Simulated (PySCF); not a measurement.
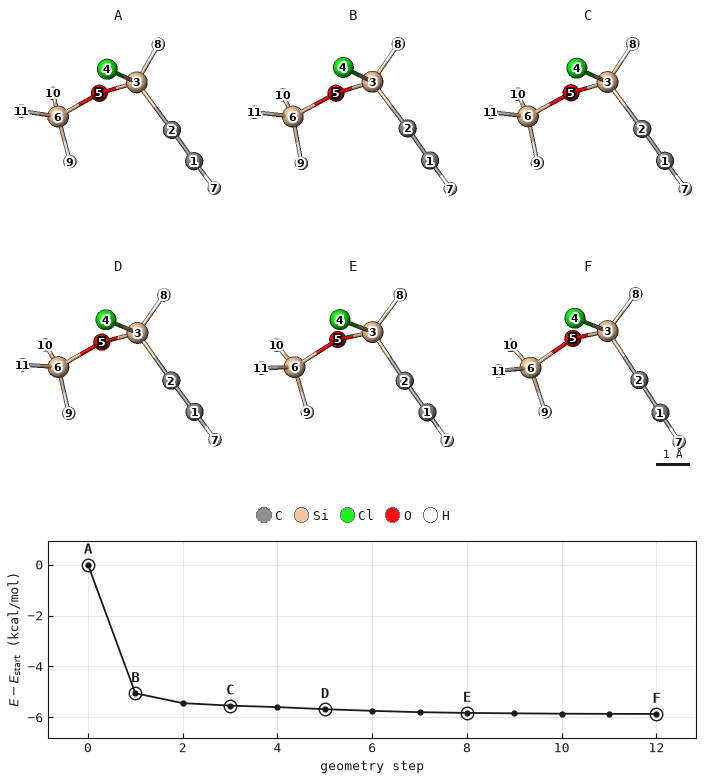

Frames of a relaxation of C₂H₅ClOSi₂, marked on the history of the run. A ball-and-stick model, seen at a tilt.

The start comes from GFN2-xTB. Its atoms were then displaced at random by about 0.01 Å.

Method: PBE0-D3(BJ)/def2-SVP geometry optimisation, gas phase (PySCF 2.14.0, density-fitted response routines). 

Describe the path.

Over 12 geometry steps the energy falls by 5.86 kcal/mol. The atom that moves furthest after the best rigid fit is H11 (0.42 Å). By element the largest moves are H 0.42 Å, O 0.29 Å, C 0.13 Å, Cl 0.12 Å, Si 0.11 Å. Near-neighbour distances that change, for instance: O5–Si6 1.617 → 1.669 Å, Si6–H11 1.447 → 1.492 Å, Si3–Cl4 2.016 → 2.060 Å, C1–H7 1.048 → 1.076 Å. Among the angles between lasting bonds that change: Si3–O5–Si6 159.5° → 144.0°, O5–Si3–H8 104.1° → 109.1°, O5–Si6–H10 103.2° → 107.6°. From step 0 to 1: H8 moves most (0.20 Å), energy −5.05 kcal/mol. From step 1 to 3: Cl4 moves most (0.08 Å), energy −0.49 kcal/mol. From step 3 to 5: H11 moves most (0.09 Å), energy −0.14 kcal/mol. From step 5 to 8: H11 moves most (0.19 Å), energy −0.15 kcal/mol. From step 8 to 12: H11 moves most (0.12 Å), energy −0.04 kcal/mol.

```
step  E − E(0), kcal/mol
   0                0.00
   1               -5.05
   2               -5.44
   3               -5.54
   4               -5.59
   5               -5.68
   6               -5.74
   7               -5.79
   8               -5.82
   9               -5.84
  10               -5.85
  11               -5.86
  12               -5.86
```
